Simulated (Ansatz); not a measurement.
A series of calculations on GaSiH5Cl

### Relaxation

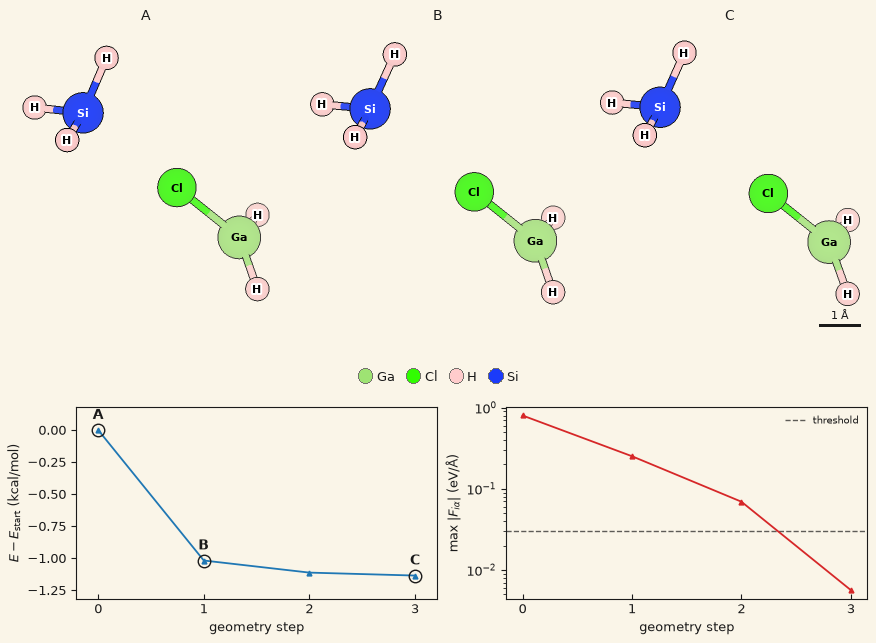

Frames of a relaxation of GaSiH5Cl (multiplicity 2), marked on the history of the run. The picture is a ball-and-stick view, seen from a free direction.

The run prepares an end point of a later path (reaction) calculation, from a guessed geometry.

Method: UKS PBE0/def2-SVP (Ansatz).

The input:
```yaml
crystal:
  periodic: [false, false, false]
  atoms:
    - { symbol: Ga, position_ang: [-0.001133, 0.000179, -0.31596] }
    - { symbol: Cl, position_ang: [-0.003288, 0.00062, 1.901951] }
    - { symbol: H, position_ang: [1.417054, -2.0e-06, -0.961279] }
    - { symbol: H, position_ang: [-1.418074, 0.0, -0.963995] }
    - { symbol: Si, position_ang: [0.003789, -0.000571, 5.236488] }
    - { symbol: H, position_ang: [-0.763723, -1.190515, 5.717937] }
    - { symbol: H, position_ang: [1.413513, -0.066814, 5.730791] }
    - { symbol: H, position_ang: [-0.648137, 1.257102, 5.716267] }
magnetization:
  spin_polarized: true
  initial_magnetization: 1
basis:
  gaussian: { orbitals: def2-SVP }
hamiltonian:
  xc: pbe0
relax:
  f_tol: 0.03
  max_steps: 50
```

Launched with:
```bash
ansatz run input.yaml --threads 4 --pin off --max-ram 5120MiB --backend cpu --events-out ev --progress --plain --runs-dir out
```

What happens along the run?

Answer. Cl2 moves most after the best rigid fit: 0.27 Å. By element the largest moves are Cl 0.27 Å, Si 0.25 Å, H 0.23 Å, Ga 0.21 Å. Among the contacts that change: Ga1–Cl2 2.218 → 2.160 Å. After 3 geometry steps the energy has fallen by 1.14 kcal/mol. Largest force component: 0.8 eV/Å at the start, 0.0057 eV/Å at the end. The run took 6.6 s on 4 threads of Intel(R) Xeon(R) CPU @ 2.60GHz (Ice Lake), on a shared host, peak memory 0.31 GiB. From step 0 to 1: Cl2 moves most (0.19 Å), energy −1.02 kcal/mol. From step 1 to 3: H atoms move most (0.09 Å), energy −0.12 kcal/mol.

```json
{"step": "0", "E − E(0), kcal/mol": "0.00", "largest force component, eV/Å": "0.8023"}
{"step": "1", "E − E(0), kcal/mol": "-1.02", "largest force component, eV/Å": "0.2526"}
{"step": "2", "E − E(0), kcal/mol": "-1.11", "largest force component, eV/Å": "0.0695"}
{"step": "3", "E − E(0), kcal/mol": "-1.14", "largest force component, eV/Å": "0.0057"}
```

Limits of the set-up: the start holds two separate molecules, 3.3 Å apart at their closest, whose relative position is a soft coordinate and is computed without a dispersion correction.

### Relaxation

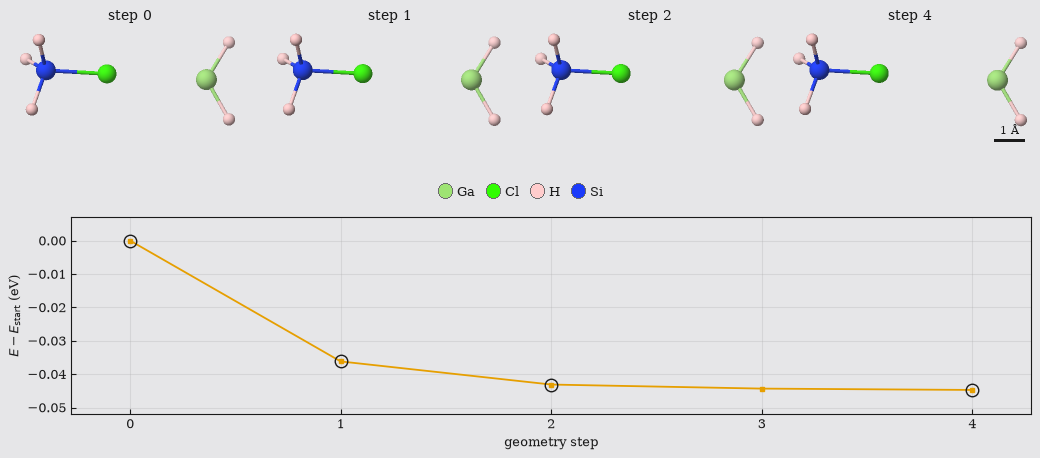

Frames of a relaxation of GaSiH5Cl (multiplicity 2), marked on the history of the run. Style: ball-and-stick. Shown at a tilt.

The run prepares an end point of a later path (reaction) calculation, from a guessed geometry.

Method: UKS PBE0/def2-SVP (Ansatz 0.2.0). Set-up: collinear spin; force threshold 0.03 eV/Å; at most 50 steps.

What happens along the run?

Answer. After 4 geometry steps the energy has fallen by 0.045 eV. The largest force component goes from 0.64 to 0.015 eV/Å. The largest moves after the best rigid fit, 0.41 Å, are those of H atoms. By element the largest moves are H 0.41 Å, Ga 0.38 Å, Cl 0.27 Å, Si 0.23 Å. Among the contacts that change: Cl–Ga 3.439 → 4.092 Å, Cl–Si 2.111 → 2.070 Å, Ga–H 1.584 → 1.598 Å. From step 0 to 1: H atoms move most (0.19 Å), energy −0.036 eV. From step 1 to 2: H atoms move most (0.11 Å), energy −0.007 eV. From step 2 to 4: Ga and H atoms move most (0.11 Å), energy −0.002 eV.

| step | E − E(0), eV | largest force component, eV/Å |
| --- | --- | --- |
| 0 | 0.0000 | 0.6440 |
| 1 | -0.0362 | 0.2533 |
| 2 | -0.0431 | 0.0220 |
| 3 | -0.0443 | 0.0345 |
| 4 | -0.0447 | 0.0145 |

Limits of the set-up: the start holds two separate molecules, 3.4 Å apart at their closest, whose relative position is a soft coordinate and is computed without a dispersion correction.

### Path

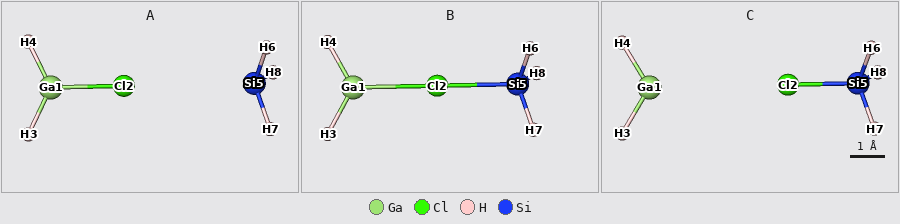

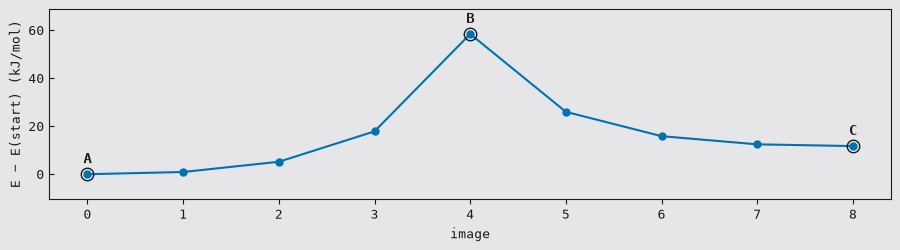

A nudged-elastic-band calculation for GaSiH₅Cl (multiplicity 2), made up at the start of GaH$_{2}$Cl and SiH3. Images are numbered from 0 (start) to 8 (end). Frames A to C are images 0, 4, 8. The picture is a ball-and-stick view, seen at a tilt.

All numbers below come from UKS PBE0/def2-SVP (Ansatz). Set-up: 7 movable images; climbing image; force threshold 0.03 eV/Å; iteration limit 60; starting path through a guess of the saddle point.

Q: Read off the barrier and say what moves.

A: The highest point, image 4, lies 58.4 kJ/mol above the start and 46.7 kJ/mol above the end; the end is at +11.7 kJ/mol relative to the start. Breaking: Ga1–Cl2 (2.16 → 2.48 at the top → 4.09 Å). Forming: Cl2–Si5 (3.85 → 2.37 at the top → 2.07 Å). The band converged in 10 iterations. The largest component of the band force went from 1.9 to 0.019 eV/Å. The climbing image converged on the top of the path. Its vibrational analysis gives 2 imaginary modes over 30i cm⁻¹, so it isn't confirmed as a transition state.

Limits of the set-up: the start holds two separate molecules, 3.8 Å apart at their closest, whose relative position is a soft coordinate and is computed without a dispersion correction.

Cost: 110 s on 4 threads of Intel(R) Xeon(R) CPU @ 2.60GHz (Ice Lake), with other jobs on the host, peak memory 0.34 GiB.
